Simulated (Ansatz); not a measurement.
## Electronic structure of ClF3Ge···GeH4 in real space

Input

```
crystal:
  periodic: [false, false, false]
  atoms:
    - { symbol: Ge, position_ang: [-0.535872, 0.199479, -0.404107] }
    - { symbol: Ge, position_ang: [-0.17281, -0.226162, 3.165513] }
    - { symbol: H, position_ang: [-0.769273, -1.00163, 4.345485] }
    - { symbol: H, position_ang: [1.041864, -0.973197, 2.616182] }
    - { symbol: H, position_ang: [0.221731, 1.184326, 3.610822] }
    - { symbol: F, position_ang: [0.611465, 1.106805, 0.435379] }
    - { symbol: F, position_ang: [-0.224541, 0.450884, -2.041464] }
    - { symbol: F, position_ang: [-0.280632, -1.440079, -0.113537] }
    - { symbol: Cl, position_ang: [-2.562089, 0.82302, 0.055766] }
    - { symbol: H, position_ang: [-1.257044, -0.123446, 2.072062] }
basis:
  gaussian: { orbitals: def2-SVP }
hamiltonian:
  xc: hf
relax:
  f_tol: 0.03
  max_steps: 50
output:
  orbitals: {}
```

Command:

```sh
ansatz run input.yaml --threads 4 --pin off --max-ram 5120MiB --backend cpu --events-out ev --progress --plain --runs-dir out
```

The fields are those of the run's last geometry, not of the input's.

All numbers below come from RHF/def2-SVP (Ansatz).

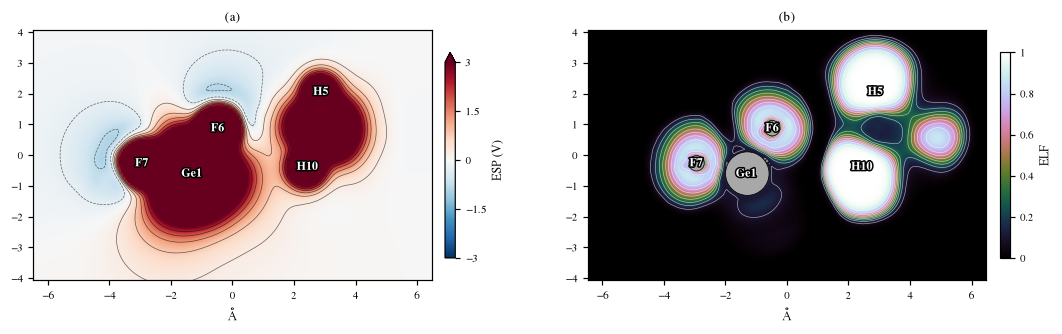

Figure 1. (a) molecular electrostatic potential; (b) electron localisation function on the plane of atoms F6, Ge1 and F7. Grey discs cover the atomic cores in the ELF map.

Read the bonding off the picture.

The plane passes through Ge, H and F nuclei. Ge–F (1.69 Å): the ELF peaks at about 0.80 in the valence shell of F, 0.5 Å from its nucleus, and is about 0.25 at the midpoint. The ELF also peaks beside F7 and F6, away from the bonds: lone-pair regions. Outside the dense part of the complex the potential is most negative (−0.9 V) near F7.

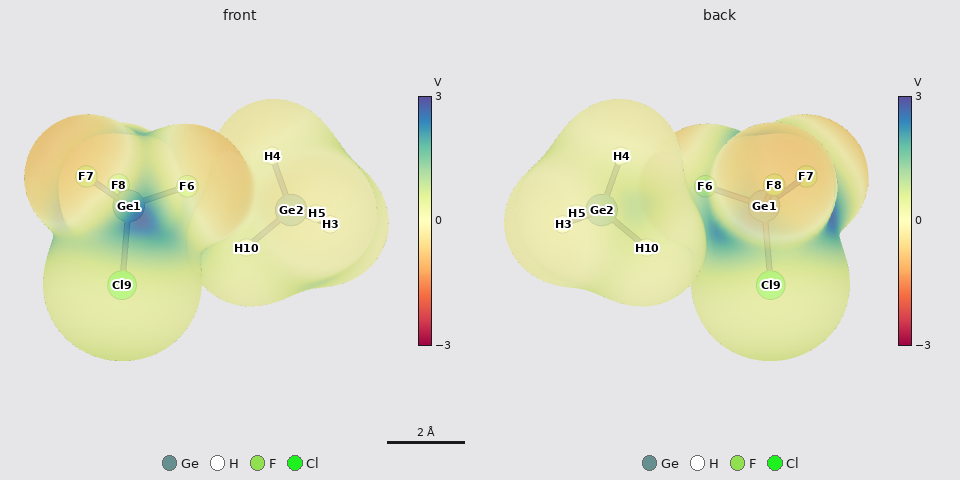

Figure 2. The electrostatic potential painted on the density surface at 0.001 e/bohr³, seen from the front and from behind; the colour scale runs from red (negative) to blue (positive).

Describe the electrostatic potential map.

The most negative region (about −0.8 V) lies over F7 and F8, the most positive (about +2.5 V) over Ge1.

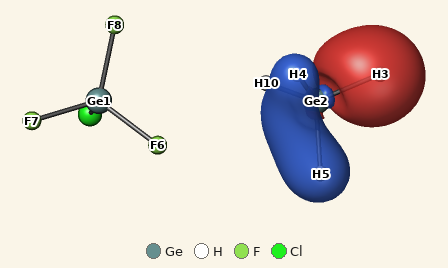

Figure 3. The HOMO at ±0.15 Å⁻³ᐟ² (red and blue are the two phases), seen from one side.

Where does this orbital lie, and at what energy?

By Hirshfeld shares it lies mainly on Ge2 (about 45 %), H3 (about 40 %) and H5 (about 10 %). Its energy is −12.82 eV.
